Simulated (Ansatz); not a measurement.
# C3H5F2 radical: basis-set convergence

Aim: see how fast density functionals converge with the basis set for C3H5F2 radical.

Computed with Ansatz 0.2.0, Gaussian basis. Level: one geometry, several basis sets.

The runs, in order: PBE0-D4/def2-SVP; ωB97M-V/def2-SVP; PBE0-D4/def2-QZVPP; ωB97M-V/def2-QZVPP; the functionals' def2-TZVPP values are taken from earlier runs.

## Step 1: The geometry

The geometry comes from an earlier relaxation with PBE0-D4 in a triple-zeta def2 set; it is a stationary point, not always the lowest conformer.

SMILES `F[CH]CCF`, 10 atoms, charge 0, spin multiplicity 2.

Atoms are counted from 1 here; the program's logs count them from 0.

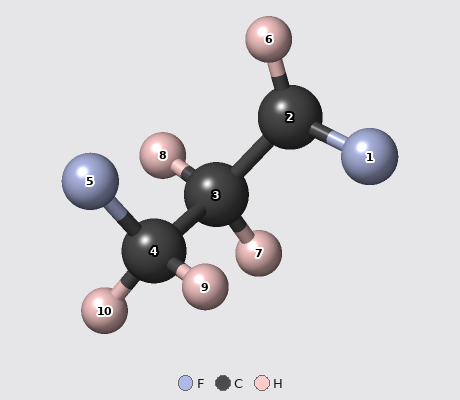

The structure; fluorine light blue, carbon dark grey, hydrogen pink; atoms are numbered from 1 in the order of the file.

Coordinates:

```xyz
10

F    -1.8579   -0.4979    0.9832
C    -0.5419   -0.4267    1.2405
C     0.3386   -0.5738    0.0658
C     0.2390    0.5714   -0.9293
F     0.6840    1.7431   -0.3461
H    -0.3101    0.1890    2.1016
H     0.0915   -1.5006   -0.4670
H     1.3734   -0.6586    0.4088
H    -0.7956    0.7264   -1.2473
H     0.8620    0.3765   -1.8072
```

## Step 2: PBE0-D4 in def2-SVP

in.yaml

```yaml
crystal:
  periodic: [false, false, false]
  atoms:
    - {symbol: F, position_ang: [-1.857863, -0.497887, 0.983204]}
    - {symbol: C, position_ang: [-0.541893, -0.426695, 1.240500]}
    - {symbol: C, position_ang: [0.338622, -0.573799, 0.065760]}
    - {symbol: C, position_ang: [0.239046, 0.571360, -0.929322]}
    - {symbol: F, position_ang: [0.684036, 1.743136, -0.346068]}
    - {symbol: H, position_ang: [-0.310107, 0.189030, 2.101619]}
    - {symbol: H, position_ang: [0.091516, -1.500599, -0.467015]}
    - {symbol: H, position_ang: [1.373377, -0.658580, 0.408801]}
    - {symbol: H, position_ang: [-0.795557, 0.726436, -1.247337]}
    - {symbol: H, position_ang: [0.862024, 0.376498, -1.807242]}
basis:
  gaussian: {orbitals: def2-SVP}
magnetization: {spin_polarized: true, initial_magnetization: 1}
hamiltonian: {xc: pbe0, dispersion: d4}
output: {orbitals: {seedname: orbitals}}
```

Started as:

```console
> ansatz run in.yaml --threads 4 --pin off --events-out ev --progress --plain --max-ram 10444MiB
```

Further steps of the session: ωB97M-V in def2-SVP; PBE0-D4 in def2-QZVPP; ωB97M-V in def2-QZVPP.

Before running them: what should the planned runs give, taken together? Wanted: PBE0-D4: double and triple zeta above quadruple; ωB97M-V: double and triple zeta above quadruple.

**Answer**, as computed:

| quantity | value |
| --- | --- |
| PBE0-D4: double and triple zeta above quadruple | 10.68, 0.46 eV |
| ωB97M-V: double and triple zeta above quadruple | 11.00, 0.45 eV |

**Reading.** PBE0-D4 gains 10.22 eV from double to triple zeta, then 0.46 eV more. These are total energies; as a rule much of such shifts cancels in differences, which this series doesn't test.
